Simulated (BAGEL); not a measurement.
# singlet C2H6Al+, step by step

We compute a single-point energy (singlet C2H6Al+, HF/6-31G*), then a single-point energy (doublet C2H6Al, NEVPT2(3,3)/6-31G*), then the energy (doublet C2H6Al, CASPT2(3,3)/6-31G*) of C2H6Al. 

The calculation is run with BAGEL 1.2.2.

**1. Starting point**

C2H6Al+ has 9 atoms, charge +1, and is taken as a singlet. SMILES of the parent species: `[CH3][Al][CH3]`. The C3–H9 distance was set to 1.473 Å, away from the relaxed value. That shape belongs to the parent species and isn't relaxed for this state.

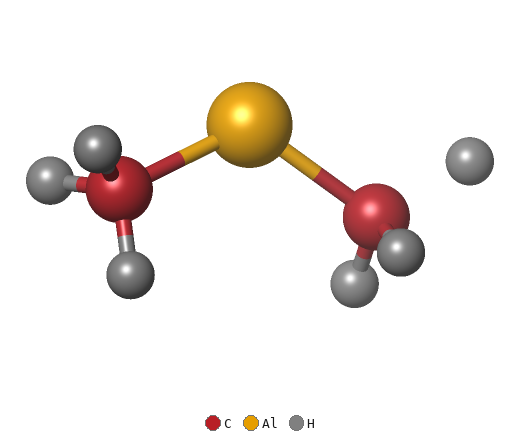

The structure, seen from a chosen angle (carbon red, aluminium amber, hydrogen grey).

**2. The energy at HF/6-31G(d) (density fitting with svp-jkfit, spherical functions) (run 1)**

input.json

```json
{ "bagel" : [

{
  "title" : "molecule",
  "basis" : "6-31gs.json",
  "df_basis" : "svp-jkfit",
  "angstrom" : true,
  "geometry" : [
    { "atom" : "C", "xyz" : [   -1.115705,    1.186218,   -1.164321 ] },
    { "atom" : "Al", "xyz" : [    0.425995,    0.761118,   -0.010921 ] },
    { "atom" : "C", "xyz" : [    0.572295,   -1.055782,    0.734979 ] },
    { "atom" : "H", "xyz" : [   -1.772805,    0.320118,   -1.291821 ] },
    { "atom" : "H", "xyz" : [   -0.786905,    1.516518,   -2.154721 ] },
    { "atom" : "H", "xyz" : [   -1.706505,    2.005618,   -0.742521 ] },
    { "atom" : "H", "xyz" : [    0.610295,   -1.782582,   -0.085421 ] },
    { "atom" : "H", "xyz" : [   -0.326805,   -1.282282,    1.320679 ] },
    { "atom" : "H", "xyz" : [    1.748700,   -1.270300,    1.594400 ] }
  ]
},
{
  "title" : "hf",
  "charge" : 1
},
{
  "title" : "print",
  "file" : "orbitals.molden",
  "orbitals" : true
}

]}
```

The basis set 6-31G* is read from a file made from the Basis Set Exchange's data (not shown).

On the command line:

```
BAGEL_NUM_THREADS=1 BAGEL input.json > input.out
```

Standard output:

```text
* using 1 threads per process

  ===============================================================
  ===============================================================

  *** Geometry ***

  { "atom" : "C", "xyz" : [     -2.108377,      2.241627,     -2.200248 ] },
  { "atom" : "Al", "xyz" : [      0.805014,      1.438305,     -0.020638 ] },
  { "atom" : "C", "xyz" : [      1.081481,     -1.995139,      1.388909 ] },
  { "atom" : "H", "xyz" : [     -3.350116,      0.604935,     -2.441188 ] },
  { "atom" : "H", "xyz" : [     -1.487035,      2.865804,     -4.071833 ] },
  { "atom" : "H", "xyz" : [     -3.224827,      3.790069,     -1.403161 ] },
  { "atom" : "H", "xyz" : [      1.153290,     -3.368592,     -0.161422 ] },
  { "atom" : "H", "xyz" : [     -0.617572,     -2.423162,      2.495722 ] },
  { "atom" : "H", "xyz" : [      3.304564,     -2.400519,      3.012979 ] },

  Number of auxiliary basis functions:      386

  Since a DF basis is specified, we compute 2- and 3-index integrals:
    o Being stored without compression. Storage requirement is 0.010 GB

  Number of basis functions:       58
  Number of electrons      :       31

    * METHOD: MOLECULE                             0.13

  *** RHF ***

  === Nuclear Repulsion ===
    87.6726156255

      * DIIS with orbital gradients will be used.

  === RHF iteration (6-31gs.json) ===
      0       -320.70368415          0.01669623           0.02
      1       -320.78275168          0.00703925           0.02
      2       -320.79705612          0.00174420           0.02
      3       -320.79835451          0.00026308           0.02
      4       -320.79839277          0.00012291           0.02
      5       -320.79840048          0.00003425           0.02
      6       -320.79840178          0.00001740           0.02
      7       -320.79840214          0.00000615           0.02
      8       -320.79840219          0.00000138           0.02
      9       -320.79840219          0.00000051           0.02
     10       -320.79840219          0.00000014           0.02
     11       -320.79840219          0.00000005           0.02
     12       -320.79840219          0.00000001           0.02
     13       -320.79840219          0.00000001           0.02
    * SCF iteration converged.

    * Permanent dipole moment:
           (   -0.907113,    -1.045656,    -0.213135) a.u.

    * METHOD: HF                                   0.38

    * METHOD: PRINT                                0.01

  ===============================================================
```

Run time: 0.66 s. Hardware: 1 thread of Arm Neoverse V1, shared host; peak memory 0.14 GiB.

**3. Doublet neutral C2H6Al: a single-point energy at NEVPT2(3,3)/6-31G(d) (density fitting with svp-jkfit, spherical functions) (run 2)**

input.json

```json
{ "bagel" : [

{
  "title" : "molecule",
  "basis" : "6-31gs.json",
  "df_basis" : "svp-jkfit",
  "angstrom" : true,
  "geometry" : [
    { "atom" : "C", "xyz" : [      -1.115705,       1.186218,      -1.164321 ] },
    { "atom" : "Al", "xyz" : [       0.425995,       0.761118,      -0.010921 ] },
    { "atom" : "C", "xyz" : [       0.572295,      -1.055782,       0.734979 ] },
    { "atom" : "H", "xyz" : [      -1.772805,       0.320118,      -1.291821 ] },
    { "atom" : "H", "xyz" : [      -0.786905,       1.516518,      -2.154721 ] },
    { "atom" : "H", "xyz" : [      -1.706505,       2.005618,      -0.742521 ] },
    { "atom" : "H", "xyz" : [       0.610295,      -1.782582,      -0.085421 ] },
    { "atom" : "H", "xyz" : [      -0.326805,      -1.282282,       1.320679 ] },
    { "atom" : "H", "xyz" : [       1.748700,      -1.270300,       1.594400 ] }
  ]
},

{ "title" : "hf", "charge" : 1 },

{ "title" : "casscf", "nstate" : 1, "nact" : 3, "nclosed" : 14, "nspin" : 1, "active" : [14, 16, 20], "maxiter" : 200, "natocc" : true },

{
  "title" : "nevpt2",
  "nstate" : 1,
  "nact" : 3,
  "nclosed" : 14,
  "nspin" : 1,
  "active" : [14, 16, 20],
  "maxiter" : 200,
  "natocc" : true,
  "ncore" : 7
},

{ "title" : "print", "file" : "orbitals.molden", "orbitals" : true }

]}
```

The basis set 6-31G* is read from a file made from the Basis Set Exchange's data (not shown).

On the command line:

```
BAGEL_NUM_THREADS=1 BAGEL input.json > input.out
```

Standard output:

```text
* using 1 threads per process

  ===============================================================
  ===============================================================

  *** Geometry ***

  { "atom" : "C", "xyz" : [     -2.108377,      2.241627,     -2.200248 ] },
  { "atom" : "Al", "xyz" : [      0.805014,      1.438305,     -0.020638 ] },
  { "atom" : "C", "xyz" : [      1.081481,     -1.995139,      1.388909 ] },
  { "atom" : "H", "xyz" : [     -3.350116,      0.604935,     -2.441188 ] },
  { "atom" : "H", "xyz" : [     -1.487035,      2.865804,     -4.071833 ] },
  { "atom" : "H", "xyz" : [     -3.224827,      3.790069,     -1.403161 ] },
  { "atom" : "H", "xyz" : [      1.153290,     -3.368592,     -0.161422 ] },
  { "atom" : "H", "xyz" : [     -0.617572,     -2.423162,      2.495722 ] },
  { "atom" : "H", "xyz" : [      3.304564,     -2.400519,      3.012979 ] },

  Number of auxiliary basis functions:      386

  Since a DF basis is specified, we compute 2- and 3-index integrals:
    o Being stored without compression. Storage requirement is 0.010 GB

  Number of basis functions:       58
  Number of electrons      :       31

    * METHOD: MOLECULE                             0.13

  *** RHF ***

  === Nuclear Repulsion ===
    87.6726156255

      * DIIS with orbital gradients will be used.

  === RHF iteration (6-31gs.json) ===
      0       -320.70368415          0.01669623           0.02
      1       -320.78275168          0.00703925           0.02
      2       -320.79705612          0.00174420           0.02
      3       -320.79835451          0.00026308           0.02
      4       -320.79839277          0.00012291           0.02
      5       -320.79840048          0.00003425           0.02
      6       -320.79840178          0.00001740           0.02
      7       -320.79840214          0.00000615           0.02
      8       -320.79840219          0.00000138           0.02
      9       -320.79840219          0.00000051           0.02
     10       -320.79840219          0.00000014           0.02
     11       -320.79840219          0.00000005           0.02
     12       -320.79840219          0.00000001           0.02
     13       -320.79840219          0.00000001           0.02
    * SCF iteration converged.

    * Permanent dipole moment:
           (   -0.907113,    -1.045656,    -0.213135) a.u.

    * METHOD: HF                                   0.37

  ---------------------------
      CASSCF calculation
  ---------------------------

    ==== Active orbitals : =====
         Orbital 14
         Orbital 16
         Orbital 20
    ============================

    * nstate   :      1
    * nclosed  :     14
    * nact     :      3
    * nvirt    :     41
  === CASSCF iteration (6-31gs.json) ===

    * Using the second-order algorithm

      0  0      -321.02101989     1.40e-02      0.01

      1  0      -321.04787842     9.03e-04      0.12

      2  0      -321.07049494     2.32e-03      0.10

      3  0      -321.07322733     3.82e-04      0.13

      4  0      -321.07329390     8.53e-05      0.13

      5  0      -321.07329582     1.96e-05      0.13

      6  0      -321.07329588     4.74e-06      0.13

      7  0      -321.07329588     1.18e-06      0.12

      8  0      -321.07329588     3.00e-07      0.12

      9  0      -321.07329588     7.63e-08      0.11

     10  0      -321.07329588     1.94e-08      0.09

     11  0      -321.07329588     4.94e-09      0.09

    * Second-order optimization converged. *

     guess   0:   closed 1..                  open .1.

  === FCI iteration ===

      0  0      -321.04544569     5.45e-02      0.00
      1  0      -321.07328669     8.01e-04      0.00
      2  0      -321.07329538     1.70e-04      0.00
      3  0      -321.07329586     3.30e-05      0.00
      4  0      -321.07329588     3.18e-06      0.00
      5  0      -321.07329588     6.17e-08      0.00
      6  0      -321.07329588     2.88e-09      0.00
      7  0 *    -321.07329588     8.41e-16      0.00

     * ci vector, state   0, <S^2> = 0.7500
       2a.    -0.9857807286
       .a2    -0.1676916778

    * METHOD: CASSCF                               1.33

    * freezing 7 orbitals

  === DF-NEVPT2 calculation ===

    * 3-index integral transformation done
    * assembly done

      NEVPT2 correlation energy:   -0.2840746116      0.06

          (+0)     -0.2202808013
          (+0)'    -0.0160369080
          (+1)     -0.0100551128
          (+1)'    -0.0004974451
          (+2)     -0.0003530399
          (-1)     -0.0326447338
          (-1)'    -0.0004412750
          (-2)     -0.0037652957

      NEVPT2 total energy:       -321.3573704961

    * METHOD: NEVPT2                               0.10

    * METHOD: PRINT                                0.01

  ===============================================================
```

It took 2.1 s on 1 thread of Arm Neoverse V1, shared host; peak memory 0.14 GiB.

**4. Doublet neutral C2H6Al: the energy at CASPT2(3,3)/6-31G(d) (density fitting with svp-jkfit, spherical functions) (run 3)**

calc.json

```json
{ "bagel": [

{
  "title": "molecule",
  "basis": "6-31gs.json",
  "df_basis": "svp-jkfit",
  "angstrom": "true",
  "geometry": [
    { "atom": "C", "xyz": [      -1.115705,       1.186218,      -1.164321 ] },
    { "atom": "Al", "xyz": [       0.425995,       0.761118,      -0.010921 ] },
    { "atom": "C", "xyz": [       0.572295,      -1.055782,       0.734979 ] },
    { "atom": "H", "xyz": [      -1.772805,       0.320118,      -1.291821 ] },
    { "atom": "H", "xyz": [      -0.786905,       1.516518,      -2.154721 ] },
    { "atom": "H", "xyz": [      -1.706505,       2.005618,      -0.742521 ] },
    { "atom": "H", "xyz": [       0.610295,      -1.782582,      -0.085421 ] },
    { "atom": "H", "xyz": [      -0.326805,      -1.282282,       1.320679 ] },
    { "atom": "H", "xyz": [       1.748700,      -1.270300,       1.594400 ] }
  ]
},

{
  "title": "hf",
  "charge": 1
},

{
  "title": "casscf",
  "nstate": 1,
  "nact": 3,
  "nclosed": 14,
  "nspin": 1,
  "active": [14, 16, 20],
  "maxiter": 200,
  "natocc": "true"
},

{
  "title": "print",
  "file": "orbitals.molden",
  "orbitals": "true"
},

{
  "title": "smith",
  "method": "caspt2",
  "ms": "true",
  "xms": "true",
  "sssr": "true",
  "shift": 0.2,
  "shift_imag": "true",
  "ncore": 7
}

]}
```

The basis set 6-31G* is read from a file made from the Basis Set Exchange's data (not shown).

On the command line:

```
BAGEL_NUM_THREADS=1 BAGEL calc.json > calc.out
```

Standard output:

```text
* using 1 threads per process

  ===============================================================
  ===============================================================

  *** Geometry ***

  { "atom" : "C", "xyz" : [     -2.108377,      2.241627,     -2.200248 ] },
  { "atom" : "Al", "xyz" : [      0.805014,      1.438305,     -0.020638 ] },
  { "atom" : "C", "xyz" : [      1.081481,     -1.995139,      1.388909 ] },
  { "atom" : "H", "xyz" : [     -3.350116,      0.604935,     -2.441188 ] },
  { "atom" : "H", "xyz" : [     -1.487035,      2.865804,     -4.071833 ] },
  { "atom" : "H", "xyz" : [     -3.224827,      3.790069,     -1.403161 ] },
  { "atom" : "H", "xyz" : [      1.153290,     -3.368592,     -0.161422 ] },
  { "atom" : "H", "xyz" : [     -0.617572,     -2.423162,      2.495722 ] },
  { "atom" : "H", "xyz" : [      3.304564,     -2.400519,      3.012979 ] },

  Number of auxiliary basis functions:      386

  Since a DF basis is specified, we compute 2- and 3-index integrals:
    o Being stored without compression. Storage requirement is 0.010 GB

  Number of basis functions:       58
  Number of electrons      :       31

    * METHOD: MOLECULE                             0.13

  *** RHF ***

  === Nuclear Repulsion ===
    87.6726156255

      * DIIS with orbital gradients will be used.

  === RHF iteration (6-31gs.json) ===
      0       -320.70368415          0.01669623           0.02
      1       -320.78275168          0.00703925           0.02
      2       -320.79705612          0.00174420           0.02
      3       -320.79835451          0.00026308           0.02
      4       -320.79839277          0.00012291           0.02
      5       -320.79840048          0.00003425           0.02
      6       -320.79840178          0.00001740           0.02
      7       -320.79840214          0.00000615           0.02
      8       -320.79840219          0.00000138           0.02
      9       -320.79840219          0.00000051           0.02
     10       -320.79840219          0.00000014           0.02
     11       -320.79840219          0.00000005           0.02
     12       -320.79840219          0.00000001           0.02
     13       -320.79840219          0.00000001           0.02
    * SCF iteration converged.

    * Permanent dipole moment:
           (   -0.907113,    -1.045656,    -0.213135) a.u.

    * METHOD: HF                                   0.39

  ---------------------------
      CASSCF calculation
  ---------------------------

    ==== Active orbitals : =====
         Orbital 14
         Orbital 16
         Orbital 20
    ============================

    * nstate   :      1
    * nclosed  :     14
    * nact     :      3
    * nvirt    :     41
  === CASSCF iteration (6-31gs.json) ===

    * Using the second-order algorithm

      0  0      -321.02101989     1.40e-02      0.01

      1  0      -321.04787842     9.03e-04      0.12

      2  0      -321.07049494     2.32e-03      0.10

      3  0      -321.07322733     3.82e-04      0.12

      4  0      -321.07329390     8.53e-05      0.12

      5  0      -321.07329582     1.96e-05      0.12

      6  0      -321.07329588     4.74e-06      0.12

      7  0      -321.07329588     1.18e-06      0.12

      8  0      -321.07329588     3.00e-07      0.12

      9  0      -321.07329588     7.63e-08      0.11

     10  0      -321.07329588     1.94e-08      0.10

     11  0      -321.07329588     4.94e-09      0.09

    * Second-order optimization converged. *

     guess   0:   closed 1..                  open .1.

  === FCI iteration ===

      0  0      -321.04544569     5.45e-02      0.00
      1  0      -321.07328669     8.01e-04      0.00
      2  0      -321.07329538     1.70e-04      0.00
      3  0      -321.07329586     3.30e-05      0.00
      4  0      -321.07329588     3.18e-06      0.00
      5  0      -321.07329588     6.17e-08      0.00
      6  0      -321.07329588     2.88e-09      0.00
      7  0 *    -321.07329588     8.41e-16      0.00

     * ci vector, state   0, <S^2> = 0.7500
       2a.    -0.9857807286
       .a2    -0.1676916778

    * METHOD: CASSCF                               1.32

    * METHOD: PRINT                                0.01

  === SMITH program ===

    * freezing 7 orbitals

    * Approximate memory requirement for SMITH calulation per MPI process:
      o Storage requirement for T-amplitude, lambda, and residual is 0.00 GB
      o Storage requirement for MO integrals is 0.00 GB
    * Calculating and saving rdm4f

    * Zeroth order energy : state  0       -0.9666107013

    * CASPT2 iteration is performed using orthogonal basis

      -------------------------------------------  CASPT2 iteration  ---------------------------------------------------
       #      aibj      arbs      arbi      airj      risj      airs      arst      rist         Etot      error   time
      ------------------------------------------------------------------------------------------------------------------

       0  -0.21964  -0.00458  -0.03432  -0.01097  -0.00050  -0.01451  -0.00046  -0.00049   -0.2854725  0.0018188   0.03
       1  -0.21974  -0.00462  -0.03440  -0.01107  -0.00054  -0.01483  -0.00047  -0.00052   -0.2861921  0.0003291   0.02
       2  -0.21975  -0.00462  -0.03439  -0.01107  -0.00054  -0.01484  -0.00047  -0.00053   -0.2862207  0.0000674   0.03
       3  -0.21975  -0.00462  -0.03440  -0.01107  -0.00054  -0.01484  -0.00047  -0.00053   -0.2862217  0.0000136   0.03
       4  -0.21975  -0.00462  -0.03440  -0.01107  -0.00054  -0.01484  -0.00047  -0.00053   -0.2862217  0.0000026   0.03
       5  -0.21975  -0.00462  -0.03440  -0.01107  -0.00054  -0.01484  -0.00047  -0.00053   -0.2862218  0.0000006   0.03

      ------------------------------------------------------------------------------------------------------------------

    * CASPT2 energy : state  0     -321.3615297354
        w/o shift correction       -321.3595176357
        reference weight              0.9007945727

    * METHOD: SMITH                                0.23

  ===============================================================
```

Wall time 2.2 s (1 thread of Arm Neoverse V1, shared host); peak memory 0.14 GiB.

**5. Results**

| quantity | value |
| --- | --- |
| run 1, HF/6-31G*: total energy | -320.79840 Eh |
| run 1, HF/6-31G*: HOMO energy | -16.00 eV |
| run 1, HF/6-31G*: LUMO energy | -6.03 eV |
| run 1, HF/6-31G*: HOMO–LUMO gap | 9.97 eV |
| doublet neutral C2H6Al, run 2: total energy | -321.35737 Eh |
| doublet neutral C2H6Al, run 3: total energy | -321.36153 Eh |
